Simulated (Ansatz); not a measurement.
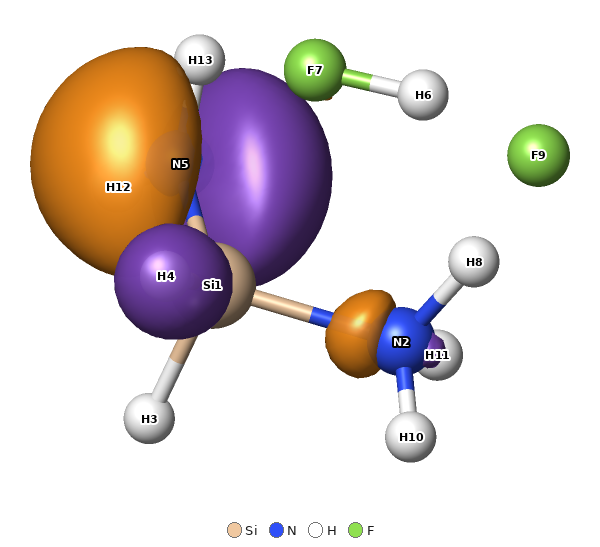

The picture shows: H₇N₂Si···HF···F. The HOMO at ±0.15 Å⁻³ᐟ² (orange and purple are the two phases), seen at an oblique angle.

A transition-state structure; geometry: PBE0-D4/def2-TZVP.

Computed with Ansatz, RKS PBE0-D4/def2-TZVPP.

```
atom    x (Å)    y (Å)    z (Å)
  Si  -0.7480   0.2402  -0.6338
   N  -0.1785  -1.2402   0.3155
   H  -1.4966  -0.4597  -1.7242
   H  -1.7489   0.9085   0.2137
   N   0.5039   0.9973  -1.4720
   H   0.7572   0.6058   1.7877
   F   0.4965   1.3589   1.0876
   H   0.3361  -0.9807   1.2964
   F   0.9189  -0.4703   2.3567
   H  -0.9634  -1.8542   0.5177
   H   0.4775  -1.7697  -0.2531
   H   0.5263   1.0150  -2.4755
   H   1.1191   1.6491  -1.0167
```

Q: Describe this orbital and give its energy.

A: By Hirshfeld shares it lies mainly on N5 (about 65 %); largely a lone pair of N5. Its energy is −8.06 eV.
